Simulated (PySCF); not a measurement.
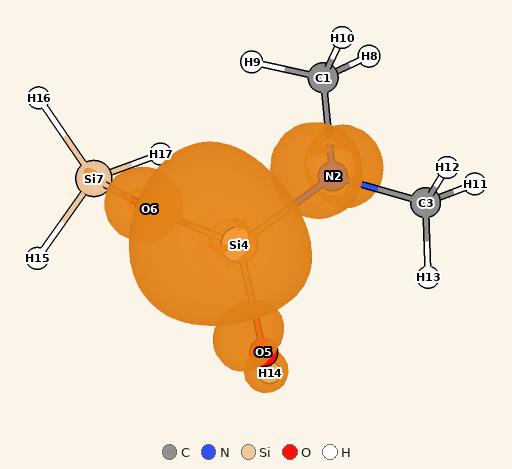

Figure. C$_{2}$H$_{10}$NO$_{2}$Si$_{2}$ (SMILES CN(C)[Si](O)O[SiH3]) (doublet). Isosurfaces of the spin density (α minus β) at +0.02 (orange) and −0.02 e/Å³ (purple), seen at a tilt.

Geometry: GFN2-xTB.

These are results of PySCF 2.14.0, density-fitted response routines, UKS B3LYP, pcH-1 on C H N O Si, non-relativistic, mean-field spin-orbit, GIAO, not measurements.

```xyz
17

C    -0.9017    1.3496   -0.2555
N    -0.9677   -0.0178    0.1890
C    -2.2923   -0.4094    0.5989
Si    0.1333   -1.2202   -0.4060
O     0.1219   -2.4754    0.6236
O     1.6018   -0.5190   -0.4738
Si    2.8490    0.3440    0.0820
H    -1.1699    2.0125    0.5724
H     0.1110    1.5776   -0.5759
H    -1.5910    1.5447   -1.0859
H    -2.6115    0.2098    1.4420
H    -3.0229   -0.2888   -0.2098
H    -2.2816   -1.4517    0.9050
H     0.4738   -2.3704    1.5124
H     3.8710   -0.6131    0.5007
H     3.2619    1.1760   -1.0456
H     2.4078    1.1636    1.2145
```

Question: Where is the unpaired spin?

Answer: The unpaired spin (1 electron) lies mostly on Si4 (about 0.7) and N2 (about 0.1), in electrons by Hirshfeld's partition. Only one sign reaches the isovalue.
